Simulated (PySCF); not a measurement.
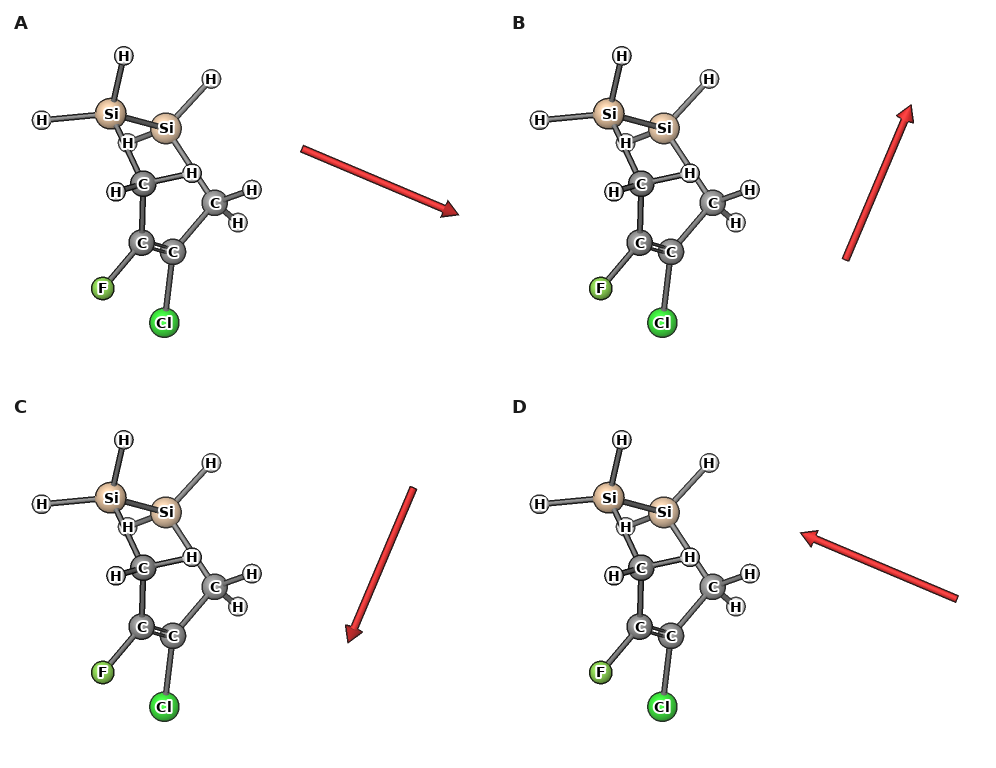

The same molecule four times, each with an arrow. The geometry was computed by an optimisation with GFN2-xTB. No frequency run is at hand to confirm it as a minimum. Level of theory: CAM-B3LYP/def2-SVPD, gas phase (PySCF 2.14.0).

Which arrow points along the dipole moment, from the negative to the positive end?

Answer. B. The dipole moment is 3.02 D.

The geometry is semi-empirical. Around Si such bond lengths and angles can be off by a tenth of an ångström or more and by several degrees, and values that hang on the shape move with them.
